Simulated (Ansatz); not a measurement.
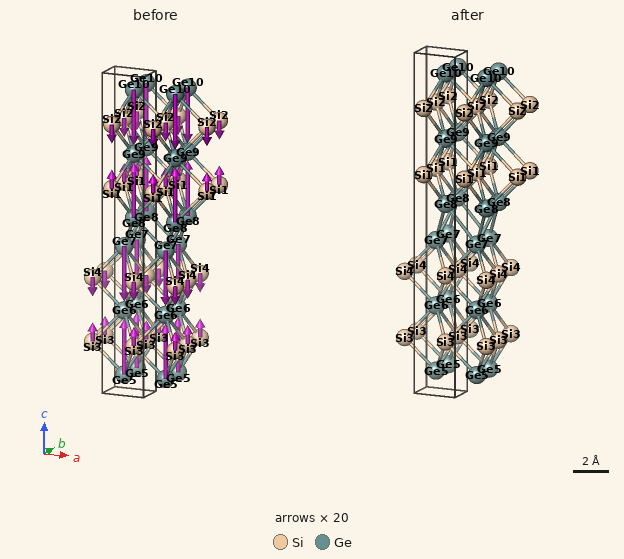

The structure of a crystal of Si$_{2}$Ge$_{3}$ (a generated structure, set up in P6_3/mmc) (coarse preliminary run) before (left) and after (right) a relaxation, at one scale. The purple arrows give the displacements (the part carried along by the change of the cell is left out), 20 times their true length.

Style: ball-and-stick. Shown: the cell of the calculation, repeated 2 × 2 × 1 with one cell outlined, slightly off an axis.

The calculation used DFT PBE, scalar-relativistic, plane waves, PAW (Ansatz). (plane-wave cutoff 420 eV; k-point mesh 6 × 6 × 1; occupations gaussian; smearing width 0.1 eV; no spin polarisation; cell and atoms relaxed; force threshold 0.04 eV/Å; at most 70 steps)

### What changed between the two?

The largest moves relative to the cell, 0.16 Å, are those of Ge5, Ge7, Ge8 and Ge10. Ge10 goes along −c. By element the largest moves are Ge 0.16 Å, Si 0.06 Å. The volume changes by +3.6 %, with a = b 3.288 → 3.247 Å (−1.3 %), c 18.845 → 20.022 Å (+6.2 %). Some distances before and after: Ge5–Ge10 2.675 → 2.989 Å, Si1–Ge9 2.675 → 2.702 Å, Si1–Ge8 2.675 → 2.666 Å. Among the angles between lasting bonds that change: Ge8–Ge7–Ge8 75.9° → 65.8°, Si4–Ge7–Ge8 89.6° → 96.5°, Si3–Ge6–Si4 89.6° → 92.2°. The space group stays P6_3/mmc (No. 194). The energy falls by 34.4 meV per atom in 4 accepted moves (5 points after the start). Largest force component: 0.79 eV/Å at the start, 0.028 eV/Å at the end. Pressure: 2.81 GPa at the start and 0.02 GPa at the end. At 1 point the geometry stayed and the basis and grid were re-selected for the new cell (energy shift of 0.3 meV per atom at most each time). The run took 29 s on 1 thread of Intel(R) Xeon(R) Processor @ 2.70GHz, on a shared host, peak memory 0.49 GiB.
